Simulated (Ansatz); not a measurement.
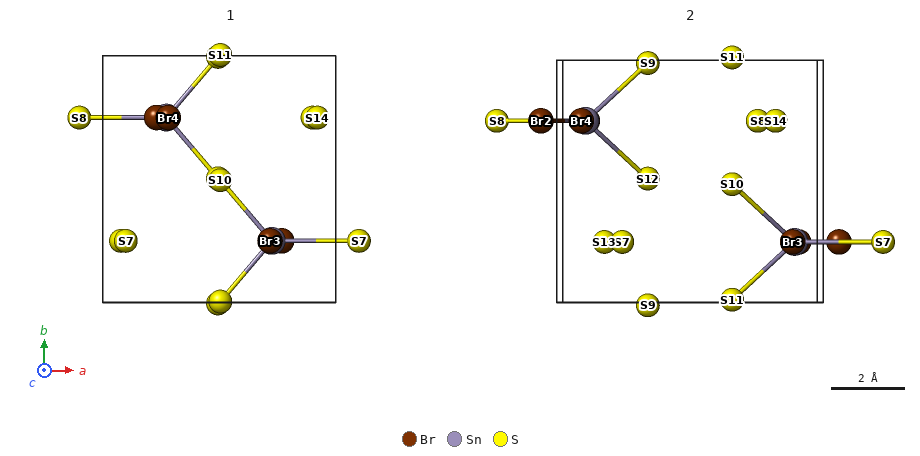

Two geometries of crystalline SnS₄Br₂ (a generated structure, set up in P2_1/m), drawn at one scale. One is the start of a relaxation, the other its converged end. Style: ball-and-stick. Shown: the cell of the calculation, along the c axis.

Level of theory: Ansatz, DFT, PAW plane waves, PBE. Set-up: plane-wave cutoff 420 eV; k-point mesh 4 × 4 × 4; occupations cold; smearing width 0.0316 eV; no spin polarisation; cell and atoms relaxed; at most 80 steps.

> Which one is relaxed?

Structure 2 is the relaxed one. The start is a swapped structure. After 36 accepted moves (41 points after the start) the energy has fallen by 24.071 eV per cell of the calculation. Largest force component: 14 eV/Å at the start, 0.0034 eV/Å at the end. Pressure: 22.72 GPa at the start and 0.00 GPa at the end. The line search rejected the trial steps at points 28, 33, 36 of the run. The SCF was repeated twice at an unchanged geometry on a basis and grid sized afresh for the cell, which shifted the energy by 90.2 meV per cell of the calculation at most. The largest moves relative to the cell, 2.31 Å, are those of Br atoms. By element the largest moves are Br 2.31 Å, S 1.40 Å, Sn 1.37 Å. The drawn cell changes as follows: a 6.761 → 7.711 Å (+14.1 %), b 6.792 → 6.672 Å (−1.8 %), c 8.307 → 10.518 Å (+26.6 %), β 108.2° → 112.2°; the volume changes by +38.3 %. Among the contacts that change: Br–S 3.090 → 5.245 Å, Br–Sn 2.114 → 4.266 Å, S–S 3.642 → 2.066 Å, Br–S 3.149 → 4.588 Å. New bonds form: Br–S (3.00 → 2.21 Å), Br–S (3.03 → 2.28 Å), S–S (3.64 → 2.07 Å). Bonds break: Br–Sn (2.11 → 4.27 Å). Among the angles between lasting bonds that change: Br–Sn–S 94.1° → 132.2°, S–Sn–S 99.3° → 74.7°, S–Sn–S 130.2° → 110.4°. The space group stays P2_1/m (No. 11).
